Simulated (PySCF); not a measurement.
# C₂H₇NSSi: electronic excitations and core binding energies

Aim: predict the electronic excitations and core binding energies of C₂H₇NSSi (`CS/C=N/[SiH3]`).

Computed with PySCF 2.14.0, with density-fitted response routines of our own, on a single molecule in the gas phase. Atoms are numbered from 0 throughout.

## Step 1: Starting geometry

12 atoms, charge 0, multiplicity 1; geometry from: GFN2-xTB.

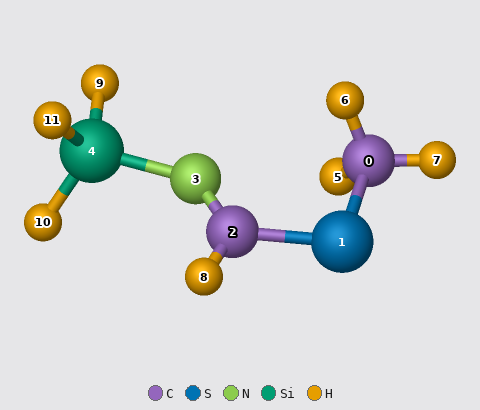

As it starts; carbon purple, sulfur blue, nitrogen green, silicon teal, hydrogen amber, atoms numbered; sticks join atoms by distance.

## Step 2: Excited states and response: CAM-B3LYP/def2-SVPD

Job settings and geometry (Å):

```
{"job": {"kind": "uv", "xc": "CAM-B3LYP", "basis": "def2-SVPD", "nstates": 8, "ntriplets": 3}, "charge": 0, "multiplicity": 1}
C      2.141158     0.563285    -0.319725
S      1.929667    -0.969545     0.622875
C      0.192439    -1.022514     0.706905
N     -0.516193    -0.134328     0.185483
Si    -2.207343     0.152861     0.061546
H      1.645753     0.449386    -1.278738
H      1.686649     1.375682     0.238369
H      3.206451     0.722502    -0.445593
H     -0.141648    -1.904155     1.257041
H     -2.247840     1.399728    -0.697832
H     -2.873356    -0.937592    -0.653511
H     -2.814540     0.304003     1.385412
```

With the program's defaults for keys left out, this is: TDDFT CAM-B3LYP/def2-SVPD, vertical, gas phase, core orbitals frozen in the response.

On the command line:

```
> OMP_NUM_THREADS=1 python probes_run.py task.json out
```

The driver reads the jobs from task.json and runs them one after another.

**Question.** This job is followed by: delta-SCF UKS SCAN, pcX-2 on the ionised atom, pcseg-1 elsewhere, spin-free X2C. What will the session give for the following? lowest singlet (CAM-B3LYP/def2-SVPD); brightest single state of those computed; lowest triplet; surface potential, least and greatest; C1s binding energies, SCAN/pcX-2; S1s binding energies, SCAN/pcX-2; S2p binding energies, SCAN/pcX-2; N1s binding energies, SCAN/pcX-2; Si1s binding energies, SCAN/pcX-2; Si2p binding energies, SCAN/pcX-2.

**Answer**, as computed:

```
                                quantity                        value
    lowest singlet (CAM-B3LYP/def2-SVPD)  4.27 eV (290 nm), f = 0.000
brightest single state of those computed  state 2, 5.49 eV, f = 0.263
                          lowest triplet                      3.81 eV
   surface potential, least and greatest           -0.71 V and 1.12 V
        C1s binding energies, SCAN/pcX-2      C2 292.31, C0 291.26 eV
        S1s binding energies, SCAN/pcX-2                S1 2477.17 eV
        S2p binding energies, SCAN/pcX-2                 S1 169.68 eV
        N1s binding energies, SCAN/pcX-2                 N3 403.54 eV
       Si1s binding energies, SCAN/pcX-2               Si4 1846.51 eV
       Si2p binding energies, SCAN/pcX-2                Si4 106.89 eV
```

In words: The lowest singlet, at 4.27 eV, is HOMO−1→LUMO 0.97 and is dark; of the 8 states computed, the strongest absorption comes from state 2 at 5.49 eV. The lowest triplet lies 0.47 eV below the lowest singlet (triplets in Tamm-Dancoff, singlets in full TDDFT). C2 (C=N carbon) binds its C1s electron 1.05 eV more tightly than C0 (methyl carbon bonded to S).
